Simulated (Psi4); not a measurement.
**Run report: BPH4, excited-state calculation**

- system: BPH4
- method: TDDFT (wB97X-D)/6-31G*, RKS (Psi4 1.11)

The geometry was optimised with wB97X-D/6-31G*.

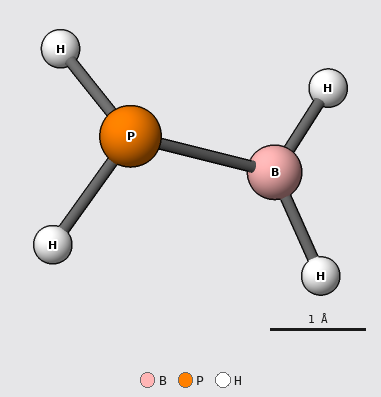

Figure 1. The input geometry (ball-and-stick view, seen at a tilt). Bond lengths as drawn: B–H 1.20 Å, B–P 1.87 Å and H–P 1.41 Å.

## Results in brief

| quantity | value |
| --- | --- |
| outcome | converged |
| total energy | −368.546304 hartree |
| dispersion energy | −0.001151 hartree |
| basis functions | 42 |
| HOMO | −9.23 eV |
| LUMO | 0.37 eV |
| dipole moment | 0.90 D |
| lowest excitation | 5.13 eV |
| hardware | 1 thread of Intel Xeon (Granite Rapids), 192 GiB of memory available, shared host |
| wall time | 7.5 s |
| peak memory | 0.37 GiB |

## Input (job.in)
```python
memory 1.6 GB

molecule geom {
  0 1
  B      0.009609    -0.893242     0.129377
  P      0.375033     0.938659     0.254499
  H     -0.785516    -1.389187     0.871006
  H      0.682192    -1.583007    -0.577771
  H      0.645621     1.340707    -1.070123
  H     -0.885684     1.542934     0.441388
  units angstrom
}

set {
  basis 6-31G*
  save_jk true
}

from psi4.driver.procrouting.response.scf_response import tdscf_excitations
e, wfn = energy("wb97x-d", return_wfn=True)
states = tdscf_excitations(wfn, states=6, tda=False)
print_variables()
```

Run as:
```bash
psi4 job.in job.out -n 1
```

## Log
```
Psi4 1.11 release

   => Loading Basis Set <=

    Name: 6-31G*
    Role: ORBITAL
    Keyword: BASIS

   => WB97X-D: Empirical Dispersion <=

    Chai and Head-Gordon Dispersion Correction

        s6 =       1.000000

         ---------------------------------------------------------
                                   SCF
                              RKS Reference
                        1 Threads,   1525 MiB Core
         ---------------------------------------------------------

  ==> Geometry <==

    Molecular point group: c1
    Full point group: C1

    Geometry (in Angstrom), charge = 0, multiplicity = 1:

       Center              X                  Y                   Z               Mass
    ------------   -----------------  -----------------  -----------------  -----------------
         B           -0.237615897475    -1.309428979001    -0.065540751690    11.009305360000
         P            0.127808102525     0.522472020999     0.059581248310    30.973761998420
         H           -1.032740897475    -1.805373979001     0.676088248310     1.007825032230
         H            0.434967102525    -1.999193979001    -0.772688751690     1.007825032230
         H            0.398396102525     0.924520020999    -1.265040751690     1.007825032230
         H           -1.132908897475     1.126747020999     0.246470248310     1.007825032230

  Running in c1 symmetry.

  Rotational constants: A =      2.91335  B =      0.43213  C =      0.39895 [cm^-1]
  Rotational constants: A =  87339.92397  B =  12955.02358  C =  11960.16343 [MHz]
  Nuclear repulsion =   45.993009082548987

  Charge       = 0
  Multiplicity = 1
  Electrons    = 24
  Nalpha       = 12
  Nbeta        = 12

  ==> Algorithm <==

  SCF Algorithm Type is DF.
  DIIS enabled.
  MOM disabled.
  Fractional occupation disabled.
  Guess Type is SAD.
  Energy threshold   = 1.00e-06
  Density threshold  = 1.00e-06
  Integral threshold = 1.00e-12

  ==> Primary Basis <==

  Basis Set: 6-31G*
    Blend: 6-31G*
    Number of shells: 22
    Number of basis functions: 42
    Number of Cartesian functions: 42
    Spherical Harmonics?: false
    Max angular momentum: 2

  ==> DFT Potential <==

   => LibXC <=

    Version 7.1.2

   => Composite Functional: WB97X-D <=

    wB97X-D Hyb-GGA Exchange-Correlation Functional

    Deriv               =              1
    GGA                 =           TRUE
    Meta                =          FALSE

    Exchange Hybrid     =           TRUE
    MP2 Hybrid          =          FALSE

   => Exchange-Correlation Functionals <=

    1.0000   wB97X-D range-separated functional

   => Exact (HF) Exchange <=

    0.7780            HF,LR [omega = 0.2000]
    0.2220               HF

   => LibXC Density Thresholds  <==

    XC_HYB_GGA_XC_WB97X_D:  1.00E-14

   => Molecular Quadrature <=

    Radial Scheme          =       TREUTLER
    Pruning Scheme         =           NONE
    Nuclear Scheme         =       TREUTLER

    Blocking Scheme        =         OCTREE
    BS radius alpha        =              1
    Pruning alpha          =              1
    Radial Points          =             75
    Spherical Points       =            302
    Total Points           =         130056
    Total Blocks           =           1033
    Max Points             =            256
    Max Functions          =             42
    Weights Tolerance      =       1.00E-15

   => Loading Basis Set <=

    Name: (6-31G* AUX)
    Role: JKFIT
    Keyword: DF_BASIS_SCF

  ==> Integral Setup <==

  DFHelper Memory: AOs need 0.013 GiB; user supplied 0.972 GiB.
  SCF_SUBTYPE=INCORE selected. In-core MEM_DF algorithm will be used.
  Using in-core AOs.

  ==> MemDFJK: Density-Fitted J/K Matrices <==

    J tasked:                   Yes
    K tasked:                   Yes
    wK tasked:                  Yes
    Omega:                2.000E-01
    Memory [MiB]:               995
    Algorithm:                 Core
    Schwarz Cutoff:           1E-12
    Mask sparsity (%):       0.0000
    Fitting Condition:        1E-10

   => Auxiliary Basis Set <=

  Basis Set: (6-31G* AUX)
    Blend: CC-PVDZ-JKFIT
    Number of shells: 96
    Number of basis functions: 311
    Number of Cartesian functions: 311
    Spherical Harmonics?: false
    Max angular momentum: 3

  Cached 100.0% of DFT collocation blocks in 0.145 [GiB].

  Minimum eigenvalue in the overlap matrix is 8.2412874971E-03.
  Reciprocal condition number of the overlap matrix is 1.4498088374E-03.
    Using symmetric orthogonalization.

  ==> Pre-Iterations <==

  SCF Guess: Superposition of Atomic Densities via on-the-fly atomic UHF (no occupation information).

   -------------------------
    Irrep   Nso     Nmo
   -------------------------
     A         42      42
   -------------------------
    Total      42      42
   -------------------------

  ==> Iterations <==

                           Total Energy        Delta E     RMS |[F,P]|

   @DF-RKS iter SAD:  -367.93698711649404   -3.67937e+02   0.00000e+00
   @DF-RKS iter   1:  -368.51353959822040   -5.76552e-01   4.65667e-03 ADIIS/DIIS
   @DF-RKS iter   2:  -368.53950869791225   -2.59691e-02   2.35893e-03 ADIIS/DIIS
   @DF-RKS iter   3:  -368.54596067809405   -6.45198e-03   2.91715e-04 ADIIS/DIIS
   @DF-RKS iter   4:  -368.54624222294768   -2.81545e-04   1.46342e-04 ADIIS/DIIS
   @DF-RKS iter   5:  -368.54629770203650   -5.54791e-05   3.48668e-05 DIIS
   @DF-RKS iter   6:  -368.54630320232417   -5.50029e-06   1.20533e-05 DIIS
   @DF-RKS iter   7:  -368.54630374198365   -5.39659e-07   2.01577e-06 DIIS
   @DF-RKS iter   8:  -368.54630375646019   -1.44765e-08   4.31425e-07 DIIS
  Energy and wave function converged.

  ==> Post-Iterations <==

   Electrons on quadrature grid:
      Ntotal   =   24.0000078902 ; deviation = 7.890e-06

    Orbital Energies [Eh]
    ---------------------

    Doubly Occupied:

       1A    -77.229027     2A     -6.878916     3A     -6.667984
       4A     -4.816087     5A     -4.814377     6A     -4.811430
       7A     -0.749926     8A     -0.583172     9A     -0.497176
      10A     -0.428428    11A     -0.426872    12A     -0.339039

    Virtual:

      13A      0.013776    14A      0.115241    15A      0.145317
      16A      0.196394    17A      0.254486    18A      0.255023
      19A      0.373158    20A      0.383894    21A      0.403043
      22A      0.408045    23A      0.500800    24A      0.500822
      25A      0.562354    26A      0.740547    27A      0.762756
      28A      0.772768    29A      0.858037    30A      0.888130
      31A      0.900299    32A      1.015416    33A      1.027721
      34A      1.163546    35A      1.232334    36A      1.367212
      37A      1.488093    38A      1.717170    39A      1.870192
      40A      1.876988    41A      3.489213    42A      3.598961

    Final Occupation by Irrep:
              A
    DOCC [    12 ]
    NA   [    12 ]
    NB   [    12 ]

  @DF-RKS Final Energy:  -368.54630375646019

   => Energetics <=

    Nuclear Repulsion Energy =             45.9930090825489870
    One-Electron Energy =                -598.5442887357135078
    Two-Electron Energy =                 204.5309300221133810
    DFT Exchange-Correlation Energy =     -20.5248027039801109
    Empirical Dispersion Energy =          -0.0011514214288342
    VV10 Nonlocal Energy =                  0.0000000000000000
    Total Energy =                       -368.5463037564601905

Computation Completed

Properties will be evaluated at   0.000000,   0.000000,   0.000000 [a0]

Properties computed using the SCF density matrix

 Multipole Moments:

 ------------------------------------------------------------------------------------
     Multipole            Electronic (a.u.)      Nuclear  (a.u.)        Total (a.u.)
 ------------------------------------------------------------------------------------

 L = 1.  Multiply by 2.5417464519 to convert [e a0] to [Debye]
 Dipole X            :          0.9026449           -1.1399670           -0.2373221
 Dipole Y            :          0.9593899           -0.8756339            0.0837560
 Dipole Z            :          0.7861233           -1.0377545           -0.2516312
 Magnitude           :                                                    0.3558864

 ------------------------------------------------------------------------------------

	total time  =          2 seconds =       0.03 minutes

******************************************************************************************
**********                               WARNING                                **********
**********       The names of excited state variables changed between 1.5       **********
**********     and 1.6. For a quick solution, remove the symmetry specifier     **********
**********   from the variable name. For full details, see 'Notes on Psivars'   **********
**********                        in the documentation.                         **********
******************************************************************************************

         ---------------------------------------------------------
                         TDSCF excitation energies
         ---------------------------------------------------------

  ==> Options <==

     Residual threshold  : 1.0000e-04
     Initial guess       : denominators
     Reference           : RHF
     Solver type         : RPA (Hamiltonian)

  ==> Requested Excitations <==

      6 singlet states with A symmetry

  ==> Seeking the lowest 6 singlet states with A symmetry

                        Generalized Hamiltonian Solver

  ==> Options <==

    Max number of iterations        = 60
    Eigenvector tolerance           = 1.0000e-04
    Max number of expansion vectors = 1200

  => Iterations <=
                              Max[D[value]]     Max[|R|]   # vectors
  HamiltonianSolver iter   1:   3.30501e-01  1.59823e-01     24
  HamiltonianSolver iter   2:   9.11759e-03  2.66197e-02     36
  HamiltonianSolver iter   3:   1.12279e-04  5.31484e-03     48
  HamiltonianSolver iter   4:   3.69235e-06  9.35189e-04     60
  HamiltonianSolver iter   5:   7.98127e-08  1.23156e-04     70
  HamiltonianSolver iter   6:   1.44963e-09  7.16645e-05     72      Converged

******************************************************************************************
**********                               WARNING                                **********
**********  Length-gauge rotatory strengths are **NOT** gauge-origin invariant  **********
******************************************************************************************

                                    Excitation Energy         Total Energy        Oscillator Strength             Rotatory Strength
     #   Sym: GS->ES (Trans)        au              eV              au          au (length)    au (velocity)    au (length)    au (velocity)
    ---- -------------------- --------------- --------------- --------------- --------------- --------------- --------------- ---------------
     1        A->A (1 A)       0.18868         5.13418        -368.35763       0.1051          0.0739          0.0000          0.0000
     2        A->A (1 A)       0.23386         6.36355        -368.31245       0.0011          0.0011          0.0000          0.0000
     3        A->A (1 A)       0.24519         6.67182        -368.30112       0.0578          0.0459         -0.0000         -0.0000
     4        A->A (1 A)       0.26547         7.22373        -368.28084       0.0321          0.0400          0.0000          0.0000
     5        A->A (1 A)       0.30158         8.20628        -368.24473       0.0790          0.1279         -0.0000         -0.0000
     6        A->A (1 A)       0.32907         8.95434        -368.21724       0.0035          0.0047          0.0000          0.0000

Contributing excitations and de-excitations
Only contributions with abs(coeff) > 1.00e-01 will be printed:

Excited State    1 (1 A):   0.18868 au   241.49 nm f = 0.1051
  Sums of squares: Xssq =  1.008841e+00; Yssq =  8.840618e-03; Xssq - Yssq =  1.000000e+00
     10a  ->  13a     0.286244 ( 8.194%)
     10a  ->  15a    -0.115844 ( 1.342%)
     12a  ->  13a    -0.945578 (89.412%)

Excited State    2 (1 A):   0.23386 au   194.83 nm f = 0.0011
  Sums of squares: Xssq =  1.000611e+00; Yssq =  6.113416e-04; Xssq - Yssq =  1.000000e+00
      9a  ->  13a    -0.183505 ( 3.367%)
     11a  ->  13a    -0.978372 (95.721%)

Excited State    3 (1 A):   0.24519 au   185.83 nm f = 0.0578
  Sums of squares: Xssq =  1.003055e+00; Yssq =  3.054823e-03; Xssq - Yssq =  1.000000e+00
     10a  ->  13a     0.950079 (90.265%)
     12a  ->  13a     0.276334 ( 7.636%)

Excited State    4 (1 A):   0.26547 au   171.63 nm f = 0.0321
  Sums of squares: Xssq =  1.002344e+00; Yssq =  2.343684e-03; Xssq - Yssq =  1.000000e+00
     12a  ->  14a    -0.990857 (98.180%)

Excited State    5 (1 A):   0.30158 au   151.08 nm f = 0.0790
  Sums of squares: Xssq =  1.003317e+00; Yssq =  3.317236e-03; Xssq - Yssq =  1.000000e+00
      9a  ->  14a     0.101798 ( 1.036%)
     12a  ->  15a    -0.980462 (96.131%)

Excited State    6 (1 A):   0.32907 au   138.46 nm f = 0.0035
  Sums of squares: Xssq =  1.000570e+00; Yssq =  5.698528e-04; Xssq - Yssq =  1.000000e+00
      9a  ->  13a    -0.955868 (91.368%)
     10a  ->  14a     0.213946 ( 4.577%)
     11a  ->  13a     0.182021 ( 3.313%)

******************************************************************************************
**********                               WARNING                                **********
**********       The names of excited state variables changed between 1.5       **********
**********     and 1.6. For a quick solution, remove the symmetry specifier     **********
**********   from the variable name. For full details, see 'Notes on Psivars'   **********
**********                        in the documentation.                         **********
******************************************************************************************

  Variable Map:
  ----------------------------------------------------------------------------
  "CURRENT ENERGY"                       =>    -368.546303756460
  "CURRENT REFERENCE ENERGY"             =>    -368.546303756460
  "DD SOLVATION ENERGY"                  =>       0.000000000000
  "DFT FUNCTIONAL TOTAL ENERGY"          =>    -368.545152335031
  "DFT TOTAL ENERGY"                     =>    -368.546303756460
  "DFT VV10 ENERGY"                      =>       0.000000000000
  "DFT XC ENERGY"                        =>     -20.524802703980
  "DISPERSION CORRECTION ENERGY"         =>      -0.001151421429
  "GRID ELECTRONS ALPHA"                 =>      12.000003945078
  "GRID ELECTRONS BETA"                  =>      12.000003945078
  "GRID ELECTRONS TOTAL"                 =>      24.000007890156
  "NUCLEAR REPULSION ENERGY"             =>      45.993009082549
  "ONE-ELECTRON ENERGY"                  =>    -598.544288735714
  "PCM POLARIZATION ENERGY"              =>       0.000000000000
  "PE ENERGY"                            =>       0.000000000000
  "SCF ITERATION ENERGY"                 =>    -368.546303756460
  "SCF ITERATIONS"                       =>       8.000000000000
  "SCF TOTAL ENERGY"                     =>    -368.546303756460
  "TWO-ELECTRON ENERGY"                  =>     204.530930022113
  "WB97X-D DISPERSION CORRECTION ENERGY" =>      -0.001151421429
  "XC GRID RADIAL POINTS"                =>      75.000000000000
  "XC GRID SPHERICAL POINTS"             =>     302.000000000000
  "XC GRID TOTAL POINTS"                 =>  130056.000000000000

  Array Variable Map:
  ----------------------------------------------------------------------------
  "CURRENT DIPOLE"                       =>      -0.237322069616 ... -0.251631226362 1 by 3
  "SCF DIPOLE"                           =>      -0.237322069616 ... -0.251631226362 1 by 3
  "SCF TOTAL ENERGIES"                   =>    -367.936987116494 ... -368.546303756460 1 by 9

    Psi4 run time: 0:00:06.45
```

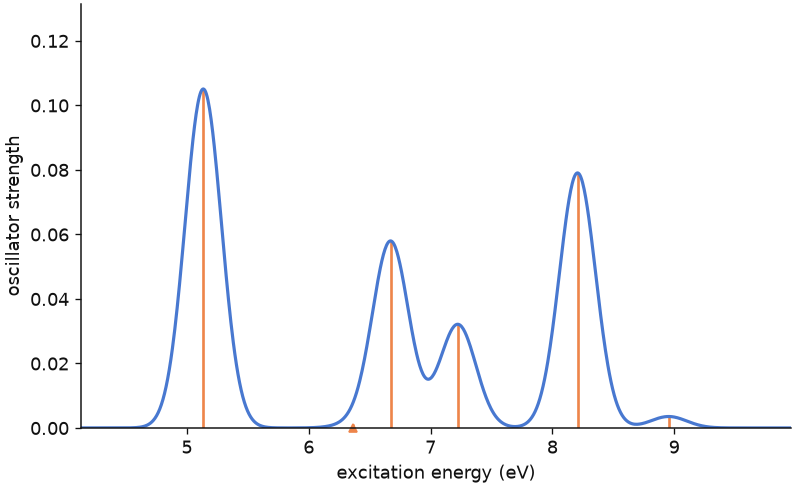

Figure 2. Computed excitations as sticks (degenerate states added up, dark ones marked on the axis), with a Gaussian envelope of 0.35 eV full width at half maximum, scaled to the tallest. Of the 6 states the lowest lies at 5.13 eV (f = 0.105); the strongest line is at 5.13 eV, or 241 nm (f = 0.105).

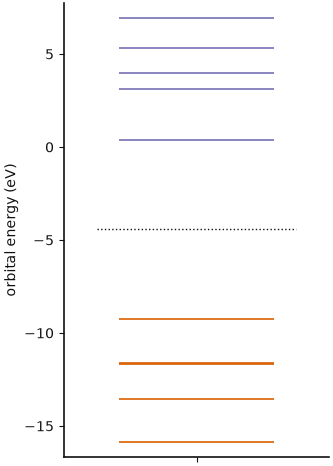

Figure 3. Orbital energies near the frontier; the dotted line parts filled from empty levels, and levels within 0.02 eV of each other stand side by side. Highest filled −9.23 eV, lowest empty 0.37 eV, 9.60 eV apart.
